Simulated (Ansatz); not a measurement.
**SVWN5/STO-3G run of InCl (SMILES [Cl][In])**

Aim: the electronic atomisation energy of InCl at SVWN5/STO-3G, from 3 runs. 

The calculation is run with Ansatz 0.2.0.

34 further runs of the same task are left out: 5 that didn't finish, 29 set aside as unsound or not needed.

### Step 1. The molecule

InCl has 2 atoms, charge 0, and is taken as a singlet. As SMILES, `[Cl][In]`. Geometry: a GFN2-xTB relaxation, a rough one for these elements and not checked as a minimum.

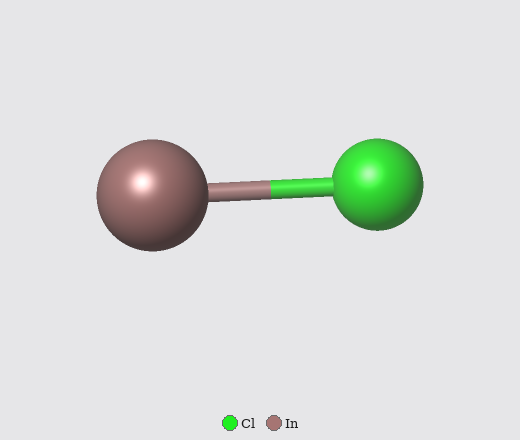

Viewed from a chosen angle; chlorine green, indium brown.

### Step 2. The energy at SVWN5/STO-3G

The input, input.yaml:

```yaml
crystal:
  periodic: [false, false, false]
  atoms:
    - symbol: Cl
      position_ang: [0.000000, 0.000000, 0.000000]
    - symbol: In
      position_ang: [0.000000, 0.000000, 2.385660]
basis:
  gaussian: {orbitals: STO-3G}
hamiltonian: {xc: {name: SVWN5}}
accuracy: high
```

Run with:

```bash
ansatz run input.yaml --threads 1 --pin off --max-ram 2610MiB --events-out events.jsonl --progress --plain --runs-dir runs
```

Log:

```text
Warning: RAYON_NUM_THREADS=1 ignored (pool sized by the plan → 1); use --threads N
Functional definition: SVWN5
  name "SVWN5"
  exchange = slater_x
  correlation = vwn5_c
637 factors; integrals over basis functions are off by at most 7.3e-9 eV
mean field evaluation 1: about -166884.6489 eV, gradient 1.2e1 eV
mean field evaluation 2: about -166877.4700 eV, gradient 4.6e1 eV
mean field evaluation 4: about -166885.7153 eV, gradient 3.3e-1 eV
mean field evaluation 8: about -166885.7094 eV, gradient 2.2e-3 eV
mean field evaluation 16: about -166885.7094 eV, gradient 4.9e-8 eV
mean field -166885.70942540 eV, -6132.9367021868 hartree, gradient 4.9e-8 eV, S^2 0.000000; 0 other end points of the search recorded, 0 dependent functions left out
reference -166885.70942700 eV, -6132.9367022454 hartree; 33, 33 occupied and 3, 3 virtual orbitals, 637 factors
Total energy: -166885.70942700 eV, -6132.9367022454 hartree
```

Run time: 0.93 s. Hardware: 1 thread of Arm Neoverse V2, shared host; peak memory 0.093 GiB.

### Step 3. The Cl atom at the same level

The input, in.yaml:

```yaml
crystal:
  periodic: [false, false, false]
  atoms:
    - {symbol: Cl, position_ang: [0.000000, 0.000000, 0.000000]}
basis:
  gaussian: {orbitals: STO-3G}
magnetization: {spin_polarized: true, initial_magnetization: 1}
hamiltonian: {xc: {name: SVWN5}}
accuracy: high
```

Run the same way, it converges to -453.57554 Eh (log not shown).

### Step 4. The In atom, same level

The input, job.yaml:

```yaml
crystal:
  periodic: [false, false, false]
  atoms:
    - {symbol: In, position_ang: [0.000000, 0.000000, 0.000000]}
basis:
  gaussian: {orbitals: STO-3G}
magnetization: {spin_polarized: true, initial_magnetization: 1}
hamiltonian: {xc: {name: SVWN5}}
accuracy: high
```

Run the same way, it converges to -5679.09601 Eh (log not shown).

### Step 5. Outcome

Level: SVWN5/STO-3G.

| quantity | value |
| --- | --- |
| molecule: total energy | -6132.93670 Eh |
| Cl atom: total energy | -453.57554 Eh |
| Cl atom: ⟨S²⟩ | 0.750 |
| In atom: total energy | -5679.09601 Eh |
| In atom: ⟨S²⟩ | 0.750 |
| electronic atomisation energy | 7.215 eV |

In words: Taking the molecule apart into free atoms costs 7.21 eV (166 kcal/mol), before zero-point energy and without spin-orbit coupling. In a minimal basis such a difference can be off by several eV, whatever the method. Relativity is left out (molecule) although the molecule holds a heavy atom. Relativity is left out (In atom) although the molecule holds a heavy atom.
